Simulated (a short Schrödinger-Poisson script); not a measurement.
Structure: symmetric double-gate stack, SiO2 on p-type Si(100), at 300 K.

| layer | material | thickness (nm) | Na (cm⁻³) |
|---|---|---|---|
| 1 | SiO2 | 3.6 | - |
| 2 | Si | 6 | 2e15 |
| 3 | SiO2 | 3.6 | - |

The device is made up for the run: typed textbook-type constants, with dimensions and the other settings drawn at random. SiO2: permittivity 3.9, conduction-band edge (eV) 3.15, gap (eV) 9, electron mass (mₑ) 0.5. Si: permittivity 11.7, conduction-band edge (eV) 0, gap (eV) 1.124, Nv at 300 K (cm⁻³) 3.1e19.

Channel valleys (confinement mass, in-plane density-of-states mass, number): Δ2 0.916, 0.19, 2; Δ4 0.19, 0.417, 4. At the gates, both at one voltage, the conduction-band edge of layer 1 lies 3.33 eV − eVg above the Fermi level of the channel. Gaps are held at their typed values at every temperature. Mesh 0.03 nm at interfaces.

Solved with a short Schrödinger-Poisson script written for these runs: 1D Poisson equation in equilibrium, electrons quantum, Hartree (BenDaniel-Duke, 12 states a valley, the channel's in-plane mass for all, wave functions free to enter the dielectric), parabolic valleys, classical holes, full ionisation, no traps, pinning or gate leakage.

Only gate voltages with over 1e8 electrons/cm² are shown.

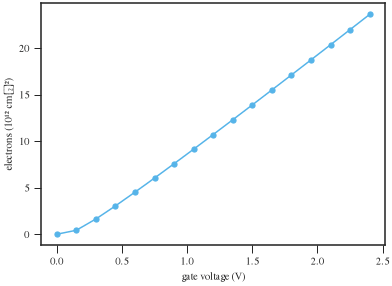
Sheet density against gate voltage

| Vg (V) | electrons (cm⁻²) | C (μF/cm²) | Δ2 E0 (meV) | Δ2 E1 (meV) | Δ4 E0 (meV) | Δ4 E1 (meV) |
|---|---|---|---|---|---|---|
| 0 | 6.50e9 | 0.0400 | 191.5 | 223.8 | 223.4 | 351.9 |
| 0.15 | 4.36e11 | 1.03 | 82.8 | 113.9 | 114.4 | 241.6 |
| 0.3 | 1.64e12 | 1.44 | 48.3 | 76.4 | 79.6 | 203.1 |
| 0.45 | 3.05e12 | 1.55 | 32.1 | 56.9 | 63.1 | 182.6 |
| 0.6 | 4.53e12 | 1.60 | 21.5 | 43.3 | 52.6 | 168.2 |
| 0.75 | 6.04e12 | 1.63 | 13.6 | 32.5 | 44.9 | 156.9 |
| 0.9 | 7.58e12 | 1.66 | 7.0 | 23.6 | 38.9 | 147.5 |
| 1.05 | 9.14e12 | 1.67 | 1.4 | 15.8 | 34.0 | 139.3 |
| 1.2 | 1.07e13 | 1.69 | -3.7 | 8.8 | 29.8 | 132.2 |
| 1.35 | 1.23e13 | 1.70 | -8.4 | 2.5 | 26.2 | 125.8 |
| 1.5 | 1.39e13 | 1.71 | -12.8 | -3.3 | 23.1 | 120.0 |
| 1.65 | 1.55e13 | 1.72 | -17.0 | -8.7 | 20.2 | 114.7 |
| 1.8 | 1.71e13 | 1.73 | -21.1 | -13.8 | 17.6 | 109.7 |
| 1.95 | 1.87e13 | 1.73 | -25.0 | -18.6 | 15.3 | 105.1 |
| 2.1 | 2.04e13 | 1.74 | -28.8 | -23.2 | 13.0 | 100.8 |
| 2.25 | 2.20e13 | 1.74 | -32.5 | -27.6 | 11.0 | 96.7 |
| 2.4 | 2.36e13 | 1.75 | -36.2 | -31.8 | 9.0 | 92.8 |

Subbands count from the Fermi level. The capacitance is that of both gates.
